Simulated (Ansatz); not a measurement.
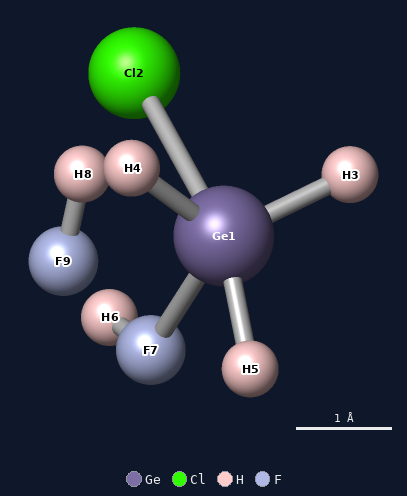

*The structure (ball-and-stick view, seen at an oblique angle; atoms are numbered from 1 in the order of the input). Sticks mark near contacts.*

# Single-point calculation of GeH$_{5}$ClF$_{2}$

GeH$_{5}$ClF$_{2}$, computed with RKS PBE0-D4/def2-TZVPP (Ansatz 0.2.0).

The geometry is a transition state. The reaction was set up to form Ge1–F7, H6–F9 and Cl2–H8 and to break Ge1–Cl2, H6–F7 and H8–F9 (atoms counted from 1 in the order of the input); sticks are drawn by distance alone. The geometry comes from this level: PBE0-D4/def2-TZVP.

The input:
```yaml
crystal:
  periodic: [false, false, false]
  atoms:
    - {symbol: Ge, position_ang: [-0.778894, -0.967532, -0.442338]}
    - {symbol: Cl, position_ang: [0.819025, -0.523865, 1.544128]}
    - {symbol: H, position_ang: [0.257883, -2.028614, -0.798270]}
    - {symbol: H, position_ang: [-1.768666, -1.207172, 0.694915]}
    - {symbol: H, position_ang: [-1.586643, -0.620618, -1.711621]}
    - {symbol: H, position_ang: [0.530303, 1.460637, -0.217670]}
    - {symbol: F, position_ang: [-0.173517, 0.939761, -0.798016]}
    - {symbol: H, position_ang: [1.326426, 1.031743, 1.139353]}
    - {symbol: F, position_ang: [1.374084, 1.915660, 0.589518]}
basis:
  gaussian: {orbitals: def2-TZVPP}
hamiltonian: {xc: pbe0, dispersion: d4}
output: {orbitals: {seedname: orbitals}}
```

Machine: 8 threads of Arm Neoverse V2, 23 GiB of memory available, shared host.

Run as:
```bash
ansatz run in.yaml --threads 8 --pin off --events-out ev --progress --plain --max-ram 19148MiB
```

The program's output:
```
Functional definition: PBE0
  name "PBE0"
  cite "Adamo & Barone, J. Chem. Phys. 110, 6158 (1999) doi:10.1063/1.478522"
  cite "Perdew, Burke & Ernzerhof, Phys. Rev. Lett. 77, 3865 (1996) doi:10.1103/PhysRevLett.77.3865"
  parent pbe
  parameter a = 0.25
  parameter kappa = 0.804
  parameter beta = 0.06672455060314922
  exchange = (1 - a)*pbe_x(kappa = kappa, mu = beta*pi^2/3) + a*exact_x
  correlation = pbe_c(beta = beta)
1333 factors; their error is unknown
mean field evaluation 1: about -74540.4703 eV, gradient 4.1e1 eV
mean field evaluation 2: about -74539.0821 eV, gradient 5.4e1 eV
mean field evaluation 4: about -74542.5429 eV, gradient 1.8e0 eV
mean field evaluation 8: about -74542.5473 eV, gradient 1.2e-1 eV
mean field evaluation 16: about -74542.8707 eV, gradient 1.6e-4 eV
mean field -74542.87072219 eV, -2739.3999720678 hartree, gradient 6.2e-5 eV, S^2 0.000000; 0 other end points of the search recorded, 0 dependent functions left out
reference -74542.87074937 eV, -2739.3999730670 hartree; 36, 36 occupied and 186, 186 virtual orbitals, 1333 factors
Total energy: -74543.00284892 eV, -2739.4048276356 hartree
```

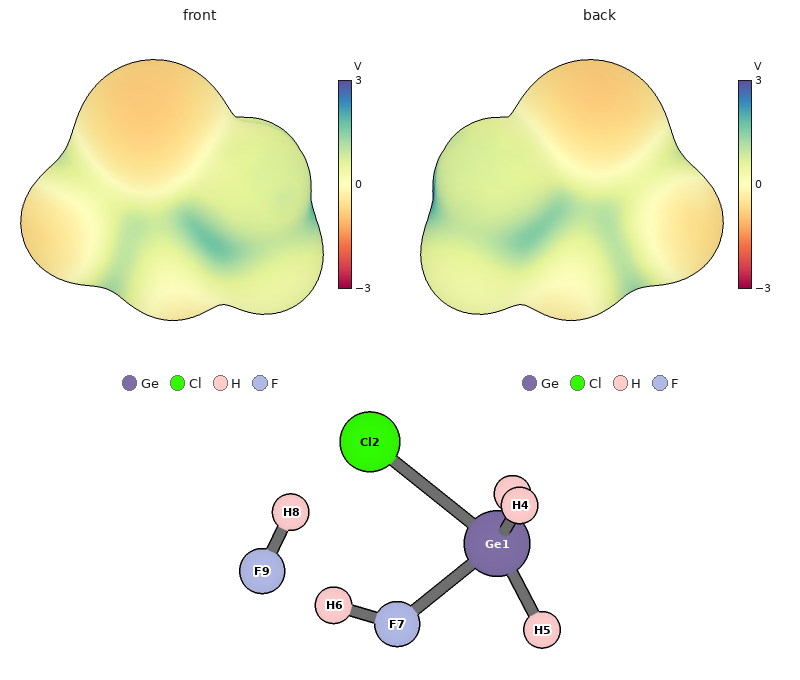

*The electrostatic potential painted on the density surface at 0.002 e/bohr³, seen face on and from behind; red is negative and blue positive. The bare structure is drawn below in the same view.*

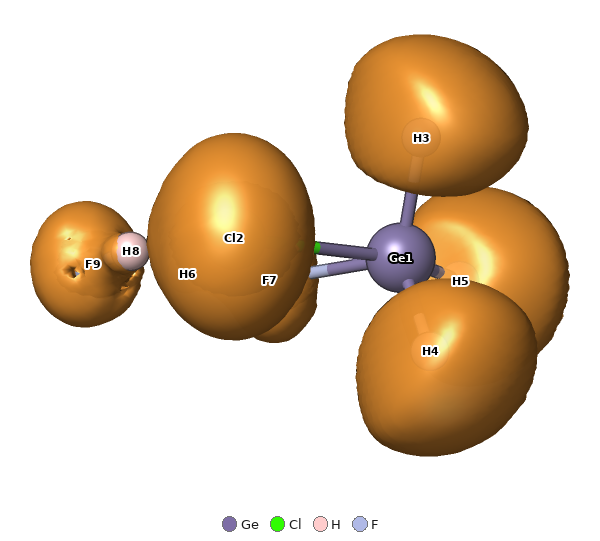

*Isosurface of the electron localisation function at 0.8 (orange), seen from the side. Core shells and regions of very low density are left out.*

Profiles from the grid: F9···H6 (1.25 Å): the ELF peaks at about 0.85 between the atoms (a closed-shell contact with the geometry of a hydrogen bond). Ge–F (2.03 Å): the ELF is about 0.20 at the midpoint.

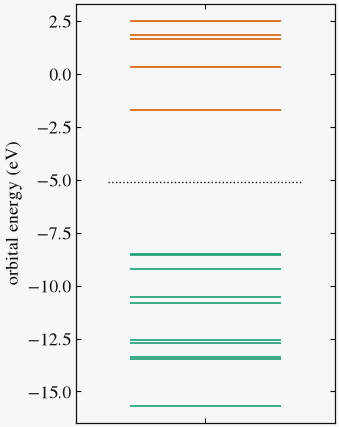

*Orbital energies near the frontier; the dotted line parts filled from empty levels, and levels within 0.02 eV of each other stand side by side.*

Highest filled −8.53 eV, lowest empty −1.70 eV, 6.83 eV apart.

Key numbers:

| quantity | value |
| --- | --- |
| outcome | converged |
| total energy | −74543.0028 eV |
| mean-field energy | −74542.8707 eV |
| dispersion energy | −0.1321 eV |
| SCF solution under orbital rotations | stable |
| HOMO | −8.53 eV |
| LUMO | −1.70 eV |
| wall time | 1.5 s (CPU time 10 s) |
| peak memory | 0.59 GiB |
